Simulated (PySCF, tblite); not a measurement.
**C5H11O2Si radical: geometry, infrared bands and EPR parameters**

Aim: predict the infrared bands and EPR parameters of C5H11O2Si radical (`C[CH]O[SiH2]OC1CC1`).

The runs use tblite 0.8.0 and PySCF 2.14.0, with density-fitted response routines of our own; the level of theory stands in each step. All values are computed, except where a source is named. Atoms are numbered from 0 throughout.

## (1) The starting structure

19 atoms, charge 0, multiplicity 2; geometry from: force field or distance geometry start.

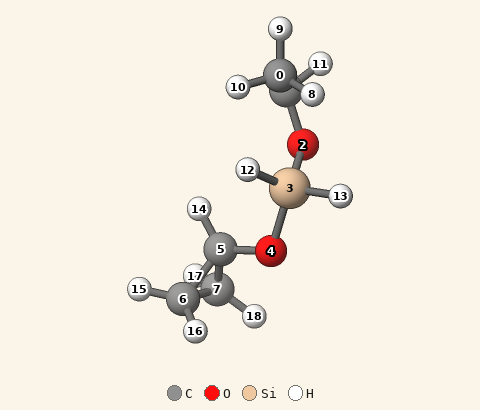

As it starts; carbon grey, oxygen red, silicon light orange, hydrogen white, atoms numbered; sticks join atoms by distance.

## (2) Optimising the geometry with GFN2-xTB

What the job is given:

```
{"job": {"kind": "relax", "xc": "GFN2-xTB", "basis": "xTB"}, "charge": 0, "multiplicity": 2}
C     -3.119900     0.197100     0.225300
C     -2.336900    -0.513400     1.269600
O     -1.196800    -1.178200     0.792500
Si    -0.610700    -0.582600    -0.683200
O      1.094400    -0.617600    -0.698600
C      1.641200     0.283000     0.211800
C      2.947700     0.965600    -0.135700
C      2.940500    -0.221800     0.832000
H     -3.148300    -0.378100    -0.713500
H     -4.180700     0.418400     0.589600
H     -2.697700     1.225600     0.066100
H     -3.008300    -1.326800     1.675000
H     -1.046600     0.765900    -1.024000
H     -1.071100    -1.465200    -1.771500
H      0.936700     0.891000     0.832400
H      3.093800     1.925500     0.379100
H      3.314700     0.821600    -1.159300
H      3.121800    -0.001800     1.902500
H      3.316400    -1.198900     0.432700
```

Started as:

```bash
$ OMP_NUM_THREADS=1 python probes_run.py task.json out
```

This one command runs all jobs of the session in turn.

The program printed:

```text
step      E/eV     max force
  0    -711.07092    3.196
  1    -711.55652    1.762
  2    -711.79341    1.034
  3    -711.88088    0.697
  4    -711.94085    0.621
  5    -711.99821    0.721
  6    -712.07023    0.827
  7    -712.12308    0.657
  8    -712.16256    0.577
  9    -712.19849    0.441
 10    -712.23127    0.474
 11    -712.25804    0.463
 12    -712.28144    0.386
 13    -712.30196    0.362
 14    -712.32118    0.399
 15    -712.34450    0.466
 16    -712.36731    0.407
 17    -712.38447    0.340
 18    -712.39880    0.245
 19    -712.40931    0.353
 20    -712.41875    0.351
 21    -712.42867    0.249
 22    -712.43535    0.211
 23    -712.43888    0.200
 24    -712.44178    0.125
 25    -712.44525    0.124
 26    -712.44760    0.094
 27    -712.44940    0.080
 28    -712.45030    0.072
 29    -712.45101    0.067
 30    -712.45174    0.065
 31    -712.45248    0.057
 32    -712.45306    0.063
 33    -712.45357    0.066
 34    -712.45419    0.079
 35    -712.45496    0.073
 36    -712.45571    0.060
 37    -712.45630    0.069
 38    -712.45680    0.069
 39    -712.45739    0.056
 40    -712.45804    0.050
 41    -712.45857    0.053
 42    -712.45895    0.050
 43    -712.45934    0.048
 44    -712.45989    0.054
 45    -712.46064    0.056
 46    -712.46150    0.061
 47    -712.46236    0.078
 48    -712.46320    0.076
 49    -712.46402    0.067
 50    -712.46473    0.064
 51    -712.46529    0.055
 52    -712.46581    0.070
 53    -712.46646    0.074
 54    -712.46725    0.069
 55    -712.46795    0.059
 56    -712.46838    0.040
 57    -712.46867    0.047
 58    -712.46902    0.051
 59    -712.46954    0.057
 60    -712.47028    0.058
 61    -712.47082    0.057
 62    -712.47133    0.062
 63    -712.47200    0.062
 64    -712.47306    0.100
 65    -712.47430    0.125
 66    -712.47543    0.120
 67    -712.47645    0.086
 68    -712.47748    0.073
 69    -712.47872    0.116
 70    -712.48055    0.132
 71    -712.48316    0.099
 72    -712.48504    0.118
 73    -712.48638    0.110
 74    -712.48826    0.089
 75    -712.48990    0.105
 76    -712.49206    0.128
 77    -712.49339    0.129
 78    -712.49545    0.124
 79    -712.49669    0.147
 80    -712.49747    0.111
 81    -712.49894    0.084
 82    -712.49992    0.061
 83    -712.50105    0.101
 84    -712.50172    0.062
 85    -712.50232    0.084
 86    -712.50292    0.056
 87    -712.50351    0.038
 88    -712.50389    0.045
 89    -712.50428    0.044
 90    -712.50455    0.040
 91    -712.50484    0.043
 92    -712.50518    0.040
 93    -712.50550    0.040
 94    -712.50574    0.026
 95    -712.50587    0.022
 96    -712.50598    0.024
 97    -712.50613    0.029
 98    -712.50637    0.038
 99    -712.50665    0.043
100    -712.50695    0.047
101    -712.50724    0.041
102    -712.50754    0.052
103    -712.50787    0.052
104    -712.50827    0.040
105    -712.50855    0.039
106    -712.50871    0.036
107    -712.50890    0.028
108    -712.50909    0.023
109    -712.50924    0.019
110    -712.50934    0.016
111    -712.50942    0.018
112    -712.50948    0.017
113    -712.50956    0.022
114    -712.50968    0.030
115    -712.50984    0.041
116    -712.51005    0.039
117    -712.51029    0.041
118    -712.51053    0.037
119    -712.51079    0.038
120    -712.51108    0.038
121    -712.51141    0.045
122    -712.51168    0.057
123    -712.51186    0.070
124    -712.51209    0.059
125    -712.51231    0.038
126    -712.51282    0.046
127    -712.51305    0.050
128    -712.51348    0.054
129    -712.51381    0.039
130    -712.51415    0.036
131    -712.51438    0.042
132    -712.51443    0.072
133    -712.51478    0.036
134    -712.51499    0.028
135    -712.51542    0.030
136    -712.51560    0.037
137    -712.51577    0.029
138    -712.51594    0.027
139    -712.51604    0.029
140    -712.51623    0.031
141    -712.51643    0.030
142    -712.51662    0.027
143    -712.51676    0.025
144    -712.51686    0.030
145    -712.51694    0.022
146    -712.51704    0.020
147    -712.51720    0.027
148    -712.51733    0.029
149    -712.51746    0.026
150    -712.51756    0.024
151    -712.51765    0.022
152    -712.51778    0.026
153    -712.51792    0.028
154    -712.51803    0.027
155    -712.51812    0.028
156    -712.51820    0.026
157    -712.51828    0.025
158    -712.51835    0.018
159    -712.51840    0.013
160    -712.51842    0.012
161    -712.51844    0.012
162    -712.51847    0.012
163    -712.51849    0.010
164    -712.51851    0.012
165    -712.51853    0.012
166    -712.51858    0.019
167    -712.51866    0.020
168    -712.51876    0.018
169    -712.51887    0.018
170    -712.51889    0.046
171    -712.51903    0.018
172    -712.51909    0.016
173    -712.51903    0.079
174    -712.51924    0.027
175    -712.51931    0.018
176    -712.51640    0.273
177    -712.51942    0.016
178    -712.51951    0.016
179    -712.49688    0.614
180    -712.51964    0.013
181    -712.51975    0.010
```

It took 1.4 s on 1 thread of Arm Neoverse V1, shared host.

Relaxation path: (not every step is listed) (the energy doesn't fall at every step)

```
step  energy from step 0 (eV)  largest force (eV/Å)
   0                   0.0000                3.1964
   1                  -0.4856                1.7619
   2                  -0.7225                1.0342
   3                  -0.8100                0.6970
   4                  -0.8699                0.6209
   5                  -0.9273                0.7211
   6                  -0.9993                0.8273
   7                  -1.0522                0.6567
   8                  -1.0916                0.5773
  24                  -1.3709                0.1246
  40                  -1.3871                0.0500
  56                  -1.3975                0.0399
  72                  -1.4141                0.1178
  88                  -1.4330                0.0451
 104                  -1.4374                0.0397
 120                  -1.4402                0.0383
 136                  -1.4447                0.0366
 152                  -1.4469                0.0262
 168                  -1.4478                0.0181
 176                  -1.4455                0.2726
 177                  -1.4485                0.0162
 178                  -1.4486                0.0158
 179                  -1.4260                0.6142
 180                  -1.4487                0.0133
 181                  -1.4488                0.0097
```

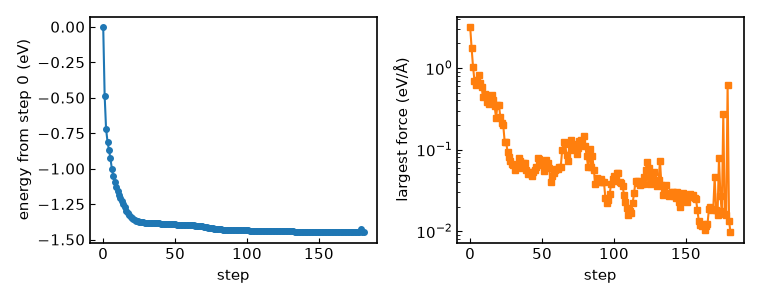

Energy and force, step by step.

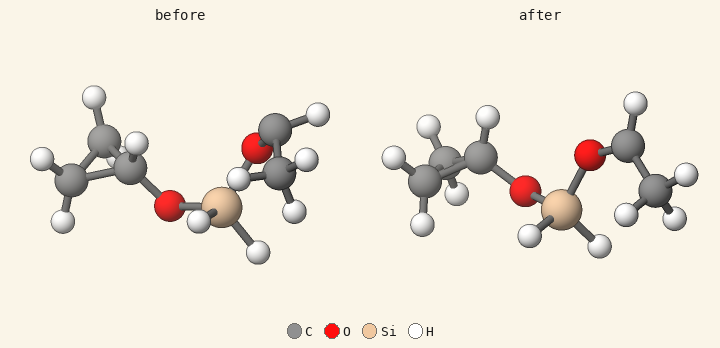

The geometry before (left) and after (right).

Close pairs (by a distance rule), those that changed most:

```
  bond  before (Å)  after (Å)  change (Å)
Si3–O4       1.706      1.610      -0.095
O2–Si3       1.696      1.628      -0.068
 C1–O2       1.403      1.341      -0.062
 C0–H9       1.143      1.086      -0.058
C1–H11       1.130      1.074      -0.055
C7–H18       1.120      1.078      -0.042
C5–H14       1.119      1.085      -0.033
 C5–C7       1.526      1.495      -0.031
```

The final coordinates are the input of the step that follows.

## (3) Vibrational analysis with GFN2-xTB

What the job is given:

```
{"job": {"kind": "ir", "xc": "GFN2-xTB", "basis": "xTB"}, "charge": 0, "multiplicity": 2}
C     -3.688778    -0.086073    -0.007070
C     -2.680218    -0.180271     1.066389
O     -1.370765    -0.284437     0.797209
Si    -0.489208    -0.290222    -0.571236
O      1.021650    -0.664662    -0.158652
C      1.942833    -0.018517     0.641300
C      2.878985     0.970408     0.016905
C      3.384306    -0.373102     0.464021
H     -3.604618    -0.934946    -0.691746
H     -4.688596    -0.065687     0.415145
H     -3.541263     0.815593    -0.611387
H     -2.925156    -0.134129     2.111573
H     -0.606771     1.020829    -1.218039
H     -0.787096    -1.411026    -1.451639
H      1.575809     0.187294     1.641532
H      3.156090     1.845223     0.584249
H      2.780344     1.137853    -1.044040
H      4.013937    -0.427726     1.338386
H      3.618713    -1.097151    -0.300034
```

The program printed:

```text
mode    cm-1     km/mol
  1    -144.6     20.87
  2      24.0      0.31
  3      38.0      1.14
  4      41.0      0.07
  5     117.2      4.75
  6     131.5      2.94
  7     136.9      0.72
  8     200.6      0.72
  9     230.1      3.69
 10     378.4      7.20
 11     408.8      4.52
 12     476.9     14.76
 13     558.8    138.85
 14     636.1      0.45
 15     700.9     62.13
 16     745.2     49.44
 17     791.7    165.80
 18     794.4     93.04
 19     811.2    252.61
 20     851.5      2.34
 21     963.5    100.81
 22     977.5     18.16
 23     993.7     34.71
 24     997.1      2.08
 25    1039.0     52.11
 26    1060.8      5.29
 27    1079.2      8.56
 28    1088.2      0.55
 29    1135.6     20.02
 30    1150.8      0.04
 31    1198.8    228.64
 32    1248.3     33.16
 33    1264.0     14.33
 34    1339.9    220.70
 35    1355.2     47.24
 36    1395.1     15.29
 37    1418.2      0.49
 38    1450.9      6.18
 39    1471.3     28.01
 40    1478.7      4.42
 41    2202.9    302.08
 42    2312.2    201.03
 43    2897.9     32.61
 44    2944.7     26.03
 45    2998.5     39.05
 46    3058.6     20.18
 47    3090.9     21.49
 48    3092.8     14.58
 49    3106.5      5.79
 50    3117.6     27.13
 51    3122.5     47.58
```

Run time: 0.74 s. Hardware: 1 thread of Arm Neoverse V1, shared host.

The strongest bands and the atoms that carry them (share of the mass-weighted mode):

```
cm⁻¹  km/mol                               atoms
 559   138.8        H13 38 %, H12 28 %, Si3 21 %
 792   165.8                  H12 48 %, H13 40 %
 811   252.6        H13 28 %, H12 20 %, Si3 18 %
 964   100.8  O4 19 %, C5 18 %, C7 14 %, C6 12 %
1199   228.6                    O4 33 %, C5 28 %
1340   220.7                    C1 54 %, O2 23 %
2203   302.1                            H12 93 %
2312   201.0                            H13 94 %
```

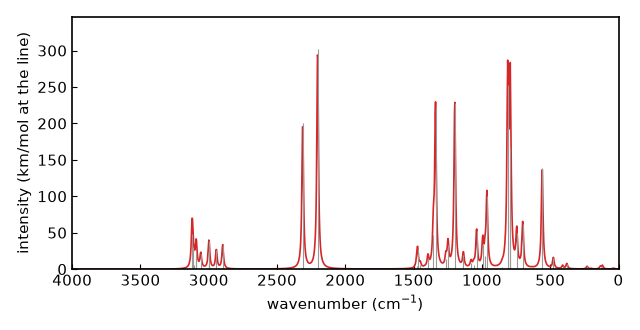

The infrared spectrum from these modes, unscaled. Lines are broadened to a width of 14 cm⁻¹ (Lorentzian).

## (4) EPR parameters: B3LYP/pcH-1

Same as in step 3 but for these lines:

```diff
@@ -1,2 +1,2 @@
-{"job": {"kind": "ir", "xc": "GFN2-xTB", "basis": "xTB"}, "charge": 0, "multiplicity": 2}
+{"job": {"kind": "epr", "basis": "pcH-1"}, "charge": 0, "multiplicity": 2}
 C     -3.688778    -0.086073    -0.007070
```

With the program's defaults for keys left out, this is: UKS B3LYP, pcH-1 on C H O Si, non-relativistic, mean-field spin-orbit, GIAO.

The program printed:

```text
UKS, coarse grid
  cycle   1  E = -636.92919391  |g| = 7.02e-01
  cycle   2  E = -636.64910062  |g| = 1.12e+00
  cycle   3  E = -637.09697182  |g| = 1.15e-01
  cycle   4  E = -637.10135148  |g| = 4.87e-02
  cycle   5  E = -637.10245543  |g| = 7.03e-03
  cycle   6  E = -637.10247553  |g| = 2.85e-03
  cycle   7  E = -637.10247884  |g| = 1.37e-03
  cycle   8  E = -637.10247879  |g| = 6.02e-04
UKS, final grid
  cycle   1  E = -637.10245752  |g| = 9.48e-04
  cycle   2  E = -637.10245691  |g| = 1.64e-03
  cycle   3  E = -637.10245785  |g| = 8.82e-05
  cycle   4  E = -637.10245785  |g| = 1.96e-05
E = -637.10245785 Eh   <S^2> = 0.7537 (exact 0.7500)
g shifts (ppm)      1          2          3
  rmc          -176       -176       -176
  gc             -6         29         47
  oz_so         -15       1237       1605
  total        -197       1091       1476
hyperfine (MHz)  atom isotope    a_iso     a_fc   dipolar eigenvalues
    0   13C     -34.81     -34.82     -1.59     -0.63      2.21
    1   13C      90.70      90.76    -82.39    -80.32    162.71
    2   17O     -11.09     -11.12    -48.21     23.50     24.72
    3  29Si       4.38       4.37     -1.15     -0.13      1.28
    4   17O       0.11       0.10     -0.35     -0.01      0.36
    5   13C       0.15       0.15     -0.23     -0.22      0.46
    6   13C       0.07       0.07     -0.12     -0.11      0.23
    7   13C      -0.02      -0.02     -0.10     -0.09      0.19
    8    1H     100.87     100.87     -4.61     -4.40      9.01
    9    1H       2.76       2.76     -5.43     -3.83      9.26
   10    1H     119.06     119.06     -4.68     -4.06      8.74
   11    1H     -68.10     -68.13    -38.56      0.06     38.50
   12    1H      11.45      11.45     -2.25     -1.79      4.04
   13    1H       9.91       9.91     -2.10     -1.68      3.79
   14    1H       0.10       0.10     -1.09     -1.08      2.16
   15    1H       0.01       0.01     -0.36     -0.35      0.71
   16    1H      -0.00      -0.00     -0.41     -0.40      0.81
   17    1H      -0.01      -0.01     -0.28     -0.28      0.56
   18    1H      -0.01      -0.01     -0.31     -0.31      0.62
```

Wall time 2.7 min (1 thread of Arm Neoverse V1, shared host); peak memory 1.1 GiB.

Principal g values 2.00212, 2.00341, 2.00380; g(iso) = 2.00311, against 2.00232 for a free electron.

Mean a(iso) over the nuclei that a row names, and the largest dipolar term of the row (other rows stand at the frozen geometry):

```
     nuclei  isotope  a(iso) (MHz)  a(iso) (G, at g = 2.0023)  largest dipolar term (MHz)
         C1      13C          90.7                       32.4                       162.7
H8, H9, H10       1H          74.2                       26.5                         9.3
        H11       1H         -68.1                      -24.3                       -38.6
         C0      13C         -34.8                      -12.4                         2.2
         O2      17O         -11.1                       -4.0                       -48.2
   H12, H13       1H          10.7                        3.8                         4.0
        Si3     29Si           4.4                        1.6                         1.3
         C5      13C           0.2                        0.1                         0.5
         O4      17O           0.1                        0.0                         0.4
        H14       1H           0.1                        0.0                         2.2
     C6, C7      13C           0.0                        0.0                         0.2
   H16, H18       1H           0.0                        0.0                         0.8
   H15, H17       1H           0.0                        0.0                         0.7
```

Mulliken spin populations:

C0 -0.08; C1 0.93; O2 0.08; Si3 0.01; O4 0.00; C5 0.00; C6 0.00; C7 0.00; H8 0.04; H9 0.00; H10 0.05; H11 -0.05; H12 0.01; H13 0.01; H14 0.00; H15 0.00; H16 0.00; H17 0.00; H18 0.00

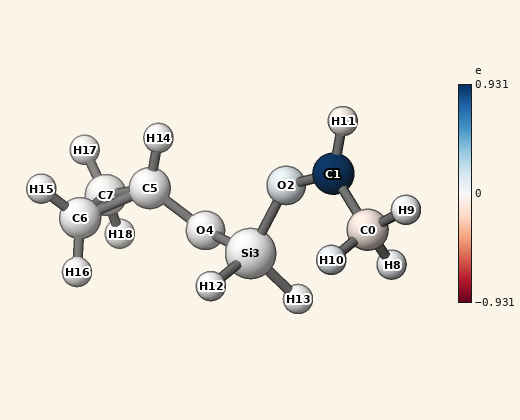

Mulliken spin populations, as colours on the atoms.

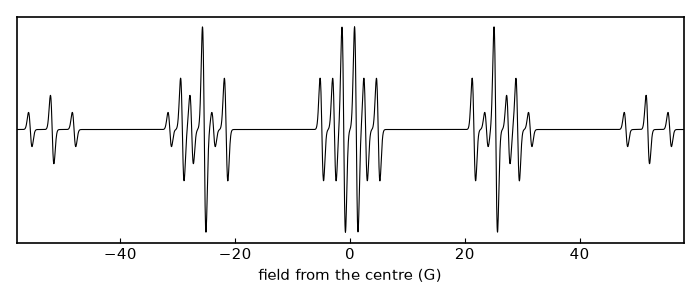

First-order isotropic spectrum (first derivative, main isotopes with spin only, couplings over 0.8 MHz, Gaussian width 0.3 G; couplings of the frozen geometry, rotation of groups not averaged beyond the rows shown).

The fields below are evaluated on a grid from the run's orbitals.

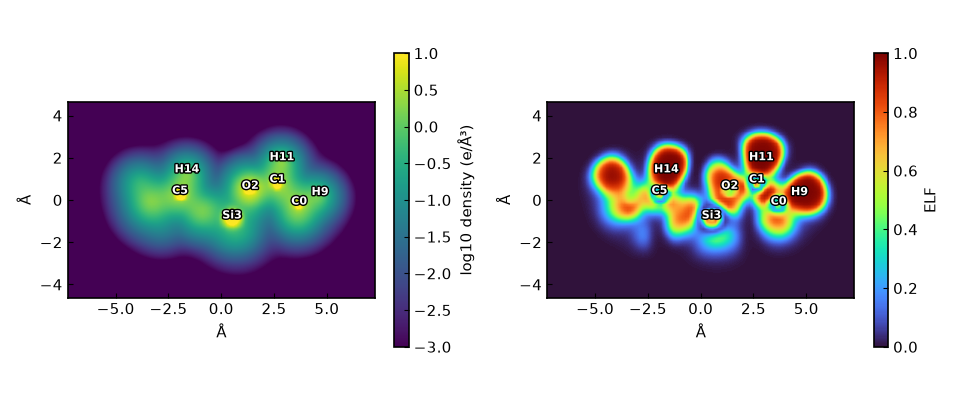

Density (left) and ELF (right) in a plane through or near 8 of the atoms.

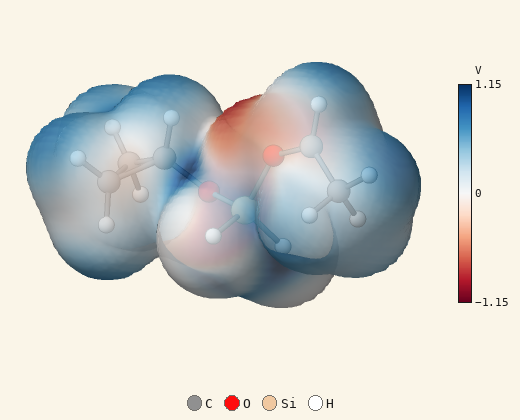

Electrostatic potential on the surface of density 0.002 e/bohr³; red is low, blue high. It runs from -1.15 V near O4 to 0.96 V near H12.

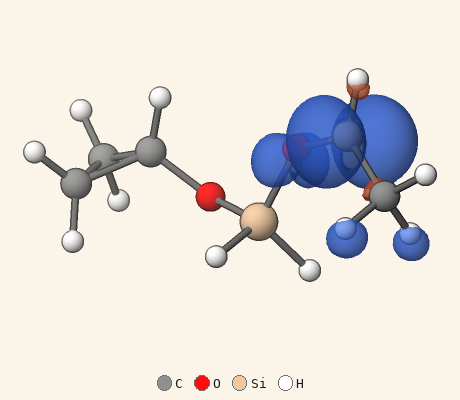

Spin density at ±0.04 e/Å³ (alpha excess blue, beta excess red).

## (5) Outcome

| quantity | value |
| --- | --- |
| strongest single infrared mode (GFN2-xTB) | 2203 cm⁻¹, 302 km/mol |
| zero-point energy (GFN2-xTB) | 91.7 kcal/mol |
| g(iso) (B3LYP) | 2.00311 |
| ⟨S²⟩ | 0.754 (exact 0.75) |
| largest a(iso) (averaged by class) | 13C on C1, 90.7 MHz |
| potential on the surface of density 0.002 e/bohr³, 1st and 99th percentile | -1.15 V and 0.96 V |

In words: The optimisation took 181 steps and gained 1.449 eV; among the close pairs (by a distance rule), Si3–O4 changed most, from 1.706 to 1.610 Å. The lowest mode is imaginary (145i cm⁻¹), so the xTB geometry is not a minimum: the zero-point energy counts the real modes alone, and all values at this geometry belong to a saddle point. The strongest single mode, at 2203 cm⁻¹, moves mainly H12. GFN2-xTB is a fitted tight-binding method: band positions and strengths are rough. Its intensities can rank the bands wrongly. C1 carries the largest spin population, 0.93 e. The isotropic g lies 0.8 ppt above the free-electron value. These values are for one conformer; the search (at its own cheap level) found 2 more, at 0.92, 2.50 kcal/mol, and measured spectra average over such forms.
